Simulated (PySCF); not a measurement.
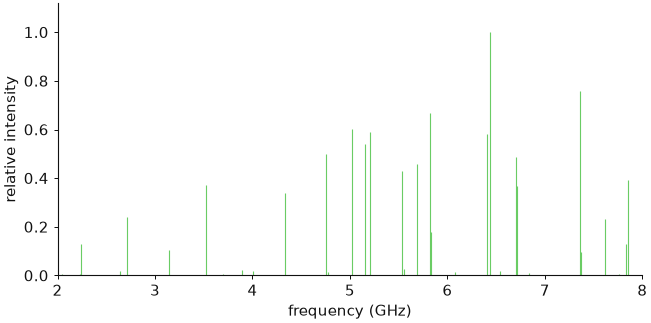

Simulated rotational absorption lines between 2 and 8 GHz at 1.5 K: rigid rotor with the equilibrium constants and dipole of one optimised conformer (PBE0-D3(BJ)/def2-SVP, PySCF), commonest isotopes; no centrifugal distortion, hyperfine structure, internal rotation or nuclear-spin weights; lines within 1 MHz of each other are summed.

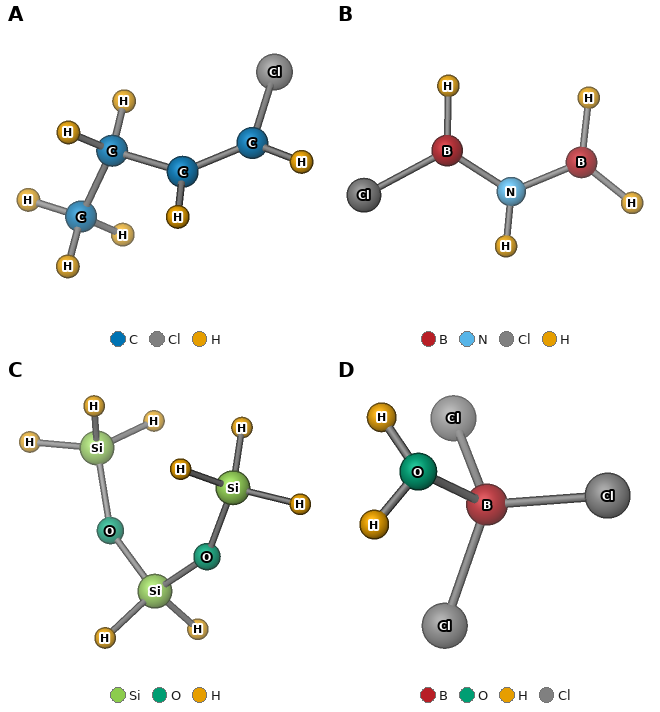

Question: Which molecule gives this spectrum? Choose among the lettered structures.

Answer: Structure C, Si₃H₈O₂, SMILES [SiH3]O[SiH2]O[SiH3]. Rotational constants A, B, C = 3.288, 1.463, 1.051 GHz, |μa|, |μb|, |μc| = 0.02, 0.62, 0.01 D.

Caveats: coarse grid, loose stop and no frequency check, small forces are noise and the end may be a saddle.
